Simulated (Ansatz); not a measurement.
Molecule (SMILES): C[S] (CH3-S), doublet.
Atoms: C1, S2, H3, H4, H5. Bonds: C1-S2, C1-H3, C1-H4, C1-H5.

Basis-set convergence of the optimised C1-H3 bond length at HF with Ansatz (a quantum-chemistry and plane-wave program). Cartesian d functions, on some or all atoms, in 6-31+G*, 6-31G**, 6-311+G**; all else is spherical. The program fits the integrals of some runs and decomposes those of others, by size. Open shells are unrestricted. No added dispersion term, no relativity. Reference: the value in pcseg-3, 1.0826 Å, itself unsure by roughly 0.0003 Å (its mean distance from def2-QZVPP, cc-pV(Q+d)Z). Deviations are taken from unrounded values.

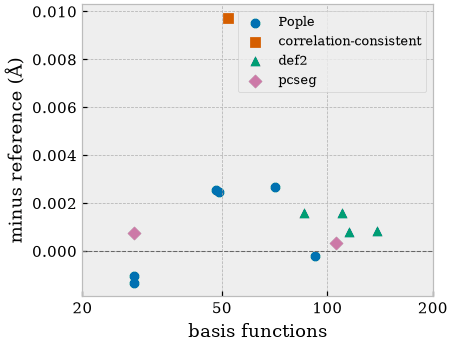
Deviation from the reference against the number of basis functions, by family of sets.

```csv
basis,functions,optimised C1-H3 bond length (Å),minus reference (Å)
3-21G,28,1.0816,-0.0010
6-31G,28,1.0813,-0.0013
pcseg-0,28,1.0834,0.0008
6-31+G*,48,1.0851,0.0025
6-31G**,49,1.0851,0.0025
cc-pV(D+d)Z,52,1.0923,0.0097
6-311+G**,71,1.0853,0.0027
def2-TZVP,86,1.0842,0.0016
"6-311++G(2d,2p)",92,1.0824,-0.0002
pcseg-2,106,1.0829,0.0003
def2-TZVPD,110,1.0842,0.0016
def2-TZVPP,115,1.0834,0.0008
def2-TZVPPD,139,1.0834,0.0008
```
